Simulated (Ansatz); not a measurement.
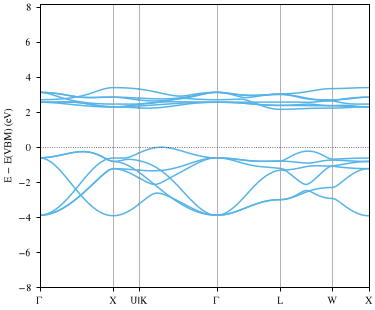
*Band structure from the program Ansatz at the r²SCAN level (PAW)*

Q: Read off the gap and where the band edges lie.

A: About 2.2 eV (2.16 eV by a search for the band edges); maximum on the K–Γ line, 29 % of the way from K, minimum at L.

Q: Which compound is it?
(A) GaP, zinc blende
(B) GaAs, zinc blende
(C) GaSb, zinc blende
(D) CeO2, fluorite

A: D, CeO2, fluorite

Space group Fm-3m (fluorite). The cell was relaxed with r²SCAN under the symmetry of its start. The run is not spin-polarised. The 4f shell is in the valence. No Hubbard U is applied. Scalar-relativistic: spin–orbit coupling is off unless named, which matters more the heavier the elements.

Potentials: the earlier of the program's two PAW sets. The files were generated under PBE; for other functionals the program regenerates the frozen cores, and for LDA and PBEsol the local potential too.
